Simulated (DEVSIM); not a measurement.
System: Au/HfO2/SiO2/p-Si capacitor, at 300 K.

```
layer (left to right)  material  thickness (nm)  Na (cm⁻³)
---------------------  --------  --------------  ---------
1                          HfO2            2.60          -
2                          SiO2           0.540          -
3                            Si            8600       9e15
```

Metal gate on the left, work function 5.1 eV. Fixed charge at the semiconductor interface 2.1e10 cm⁻² (in units of +e); no interface traps.

Constants are typed, rounded textbook-type inputs, not results; the design itself was drawn at random and stands for no fabricated device. Values at 300 K.

```
parameter      HfO2  SiO2       Si
-------------  ----  ----  -------
gap (eV)        5.7     9    1.124
affinity (eV)   2.5   0.9     4.05
permittivity     22   3.9     11.7
Nc (cm⁻³)         -     -  2.86e19
Nv (cm⁻³)         -     -   3.1e19
```

Model (solved in DEVSIM): 1D Poisson equation in equilibrium, Boltzmann statistics, complete ionisation; no quantum confinement or tunnelling. Metal contacts follow the ideal Schottky-Mott rule: no Fermi-level pinning, no interface dipoles.

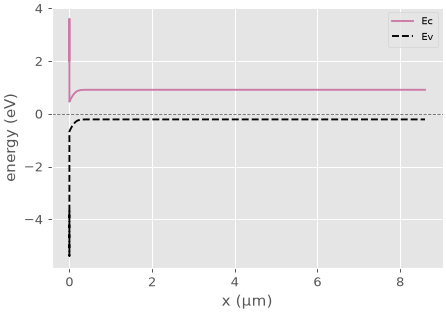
Figure. Band edges at 0.6 V on the gate

Energies count from the Fermi level of the right contact; mesh points crowd at the junctions.

```csv
x (μm),Ec (eV),Ev (eV),n (cm⁻³),p (cm⁻³),field (V/cm)
0.000,2.000,-3.700,< 1e2,< 1e2,17000
0.001032,2.002,-3.698,< 1e2,< 1e2,17000
0.002063,2.003,-3.697,< 1e2,< 1e2,17000
0.002853,3.607,-5.393,< 1e2,< 1e2,94000
0.004189,0.463,-0.661,4.8e11,2.4e8,34000
0.007135,0.473,-0.651,3.2e11,3.6e8,34000
0.01401,0.496,-0.628,1.3e11,8.7e8,33000
0.03879,0.574,-0.550,6.6e9,1.8e10,30000
0.08786,0.702,-0.422,4.6e7,2.5e12,23000
0.2024,0.873,-0.251,63000,1.9e15,7500
0.4696,0.913,-0.211,13000,9.0e15,26
1.482,0.913,-0.211,13000,9.0e15,≈ 0
3.456,0.913,-0.211,13000,9.0e15,≈ 0
6.267,0.913,-0.211,13000,9.0e15,≈ 0
7.841,0.913,-0.211,13000,9.0e15,≈ 0
8.277,0.913,-0.211,13000,9.0e15,≈ 0
8.464,0.913,-0.211,13000,9.0e15,≈ 0
8.544,0.913,-0.211,13000,9.0e15,≈ 0
8.585,0.913,-0.211,13000,9.0e15,≈ 0
8.596,0.913,-0.211,13000,9.0e15,≈ 0
8.601,0.913,-0.211,13000,9.0e15,≈ 0
8.603,0.913,-0.211,13000,9.0e15,≈ 0
```
